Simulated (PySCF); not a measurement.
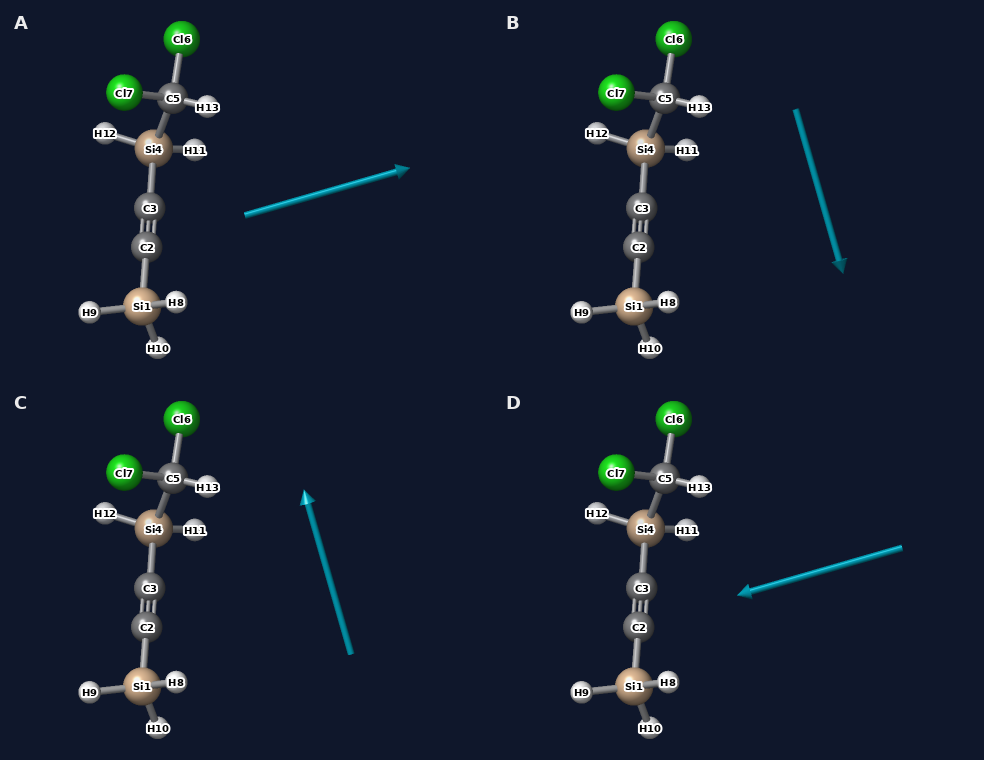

The same molecule four times, each with an arrow. The computed structure is the end point of a GFN2-xTB optimisation. No frequency run is at hand to confirm it as a minimum. Method: B3LYP/def2-SVPD, gas phase (PySCF 2.14.0).

Question: Which arrow points along the dipole moment, from the negative to the positive end?

Answer: B. The dipole moment is 2.25 D; it points from the side of Cl6 to the side of H10 (the outermost atoms at the two ends).

The geometry is semi-empirical. Around Si such bond lengths and angles can be off by a tenth of an ångström or more and by several degrees, and values that hang on the shape move with them.
